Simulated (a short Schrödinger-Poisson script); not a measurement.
Stack: MOS inversion layer, Si3N4 on p-type Si(100), at 300 K.

| layer | material | thickness (nm) | Na (cm⁻³) |
|---|---|---|---|
| 1 | Si3N4 | 5.1 | - |
| 2 | Si | 980 | 4.8e16 |

Constants are typed, rounded textbook-type inputs, not results; the design itself was drawn at random and stands for no fabricated device. Si3N4: permittivity 7.5, conduction-band edge (eV) 1.95, gap (eV) 5.1, electron mass (mₑ) 0.5. Si: permittivity 11.7, conduction-band edge (eV) 0, gap (eV) 1.124, Nv at 300 K (cm⁻³) 3.1e19.

Channel valleys (confinement mass, in-plane density-of-states mass, number): Δ2 0.916, 0.19, 2; Δ4 0.19, 0.417, 4. At the gate the conduction-band edge of layer 1 lies 2.34 eV − eVg above the Fermi level of the channel; the field vanishes at the back. Gaps are held at their typed values at every temperature. Mesh 0.03 nm at interfaces.

Solved with a short Schrödinger-Poisson script written for these runs: 1D Poisson equation in equilibrium, electrons quantum, Hartree (BenDaniel-Duke, 12 states a valley, the channel's in-plane mass for all, wave functions free to enter the dielectric), parabolic valleys, classical holes, full ionisation, no traps, pinning or gate leakage.

Only gate voltages with over 1e8 electrons/cm² are shown.

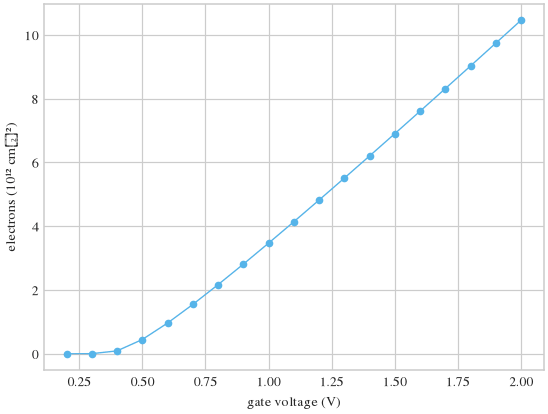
Fig. 1. Sheet density against gate voltage

| Vg (V) | electrons (cm⁻²) | C (μF/cm²) | Δ2 E0 (meV) | Δ2 E1 (meV) | Δ4 E0 (meV) | Δ4 E1 (meV) |
|---|---|---|---|---|---|---|
| 0.2 | 1.24e8 | 0.0738 | 304.9 | 332.3 | 326.3 | 372.0 |
| 0.4 | 9.10e10 | 0.387 | 131.5 | 162.3 | 155.3 | 205.8 |
| 0.6 | 9.63e11 | 0.900 | 64.1 | 104.2 | 94.6 | 152.9 |
| 0.8 | 2.17e12 | 1.02 | 37.3 | 86.9 | 74.4 | 139.4 |
| 1 | 3.47e12 | 1.07 | 20.3 | 78.1 | 62.9 | 133.2 |
| 1.2 | 4.82e12 | 1.10 | 7.5 | 72.5 | 54.9 | 129.7 |
| 1.4 | 6.20e12 | 1.12 | -3.1 | 68.7 | 48.6 | 127.3 |
| 1.6 | 7.61e12 | 1.13 | -12.2 | 65.8 | 43.3 | 125.7 |
| 1.8 | 9.03e12 | 1.14 | -20.3 | 63.6 | 38.7 | 124.5 |
| 2 | 1.05e13 | 1.15 | -27.7 | 61.8 | 34.6 | 123.6 |

Subbands count from the Fermi level.
